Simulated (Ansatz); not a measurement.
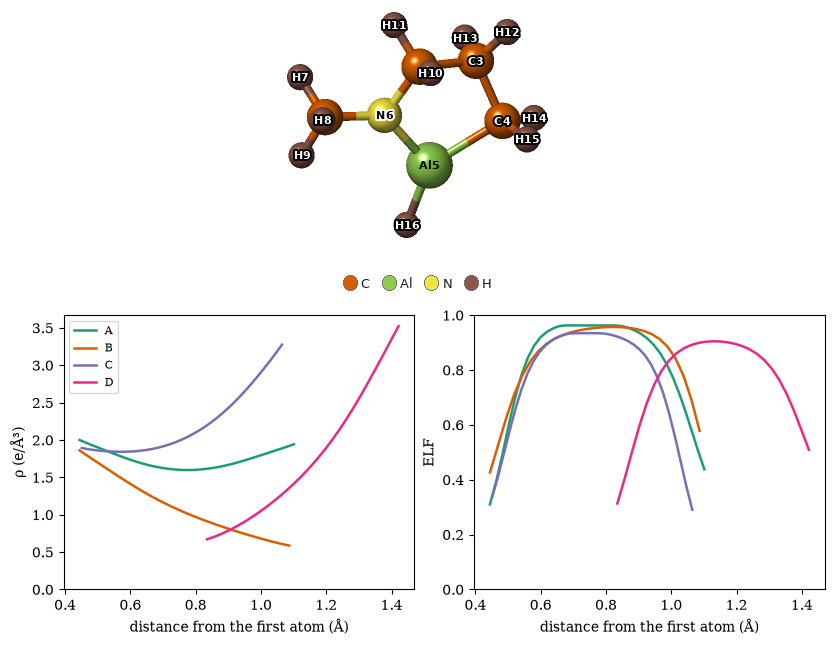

Figure. C4H10AlN (SMILES C[N]1CC[CH2][AlH]1). Electron density and electron localisation function along straight lines between neighbouring atoms. The curves leave out the atomic cores. The structure is drawn too.

Geometry: PBE-D3(BJ)/def2-SVP.

These are results of isolated molecule in a Gaussian basis; Kohn-Sham density functional theory, functional PBE0 in Ansatz, not measurements.

```xyz
16

C     0.0706    1.0654   -3.2233
C     0.7187   -0.7737   -1.7320
C     0.8647   -1.1006   -0.2288
C     1.7153   -0.0414    0.5157
Al    1.1385    1.5677   -0.4744
N     0.5324    0.6666   -1.9157
H    -0.9211    0.6154   -3.4732
H     0.7719    0.7529   -4.0358
H    -0.0368    2.1675   -3.2844
H     1.6198   -1.1322   -2.2950
H    -0.1461   -1.3380   -2.1573
H     1.2693   -2.1303   -0.1140
H    -0.1544   -1.1147    0.2175
H     1.5652   -0.0815    1.6126
H     2.8031   -0.2088    0.3399
H     1.1567    3.1597   -0.3490
```

**Which curve belongs to which contact (Al–N, C–Al, C–C and C–N)? The first atom named is at distance zero.**

Curve A: C–C (1.55 Å): the density is about 1.6 e/Å³ at the midpoint; the ELF peaks at about 0.95 between the atoms (a shared electron pair). Curve B: C–Al (1.98 Å): ρ is about 0.7 e/Å³ halfway; the ELF peaks at about 0.95 between the atoms; a polar covalent bond. Curve C: C–N (1.44 Å): ρ at the midpoint is about 1.9 e/Å³; the ELF peaks at about 0.95 between the atoms; localised, covalent bonding. Curve D: Al–N (1.80 Å): ρ at the midpoint is about 0.79 e/Å³; the ELF peaks at about 0.90 in the valence shell of N, 0.7 Å from its nucleus, and is about 0.60 at the midpoint.
